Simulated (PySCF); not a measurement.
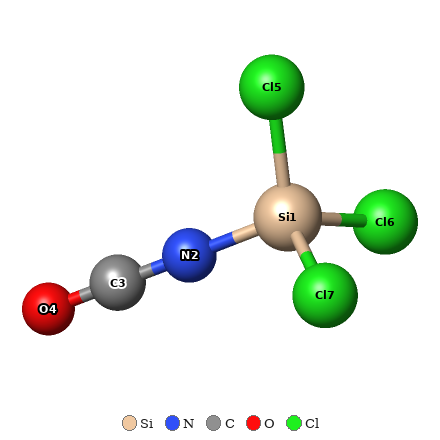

CCl₃NOSi. Vertical core-electron binding energies by ΔSCF (SCAN, pcX-2 on the ionised atom, pcseg-1 elsewhere, spin-free X2C; PySCF 2.14.0, at a PBE0-D3(BJ)/def2-SVP geometry (no frequency check)), gas phase, against the vacuum level. One atom of each kind was ionised; within a panel, areas follow the number of like atoms and 2j + 1 (2p levels are split by first-order spin-orbit coupling, an approximation), Gaussians of 1.0 eV full width. Only the regions named are shown.

Question: Predict the Cl 2p photoelectron lines.

Answer:
```csv
level,atoms,binding energy (eV)
Cl 2p1/2,"Cl5, Cl6, Cl7",208.5
Cl 2p3/2,"Cl5, Cl6, Cl7",206.8
```

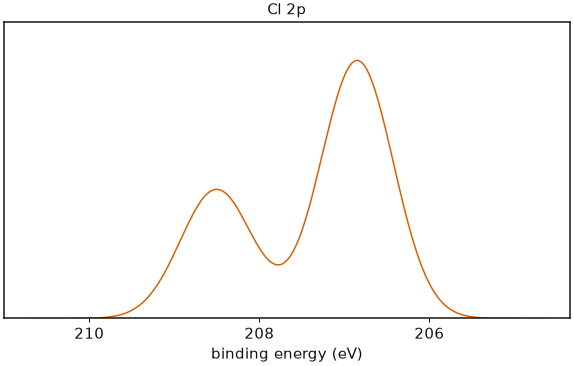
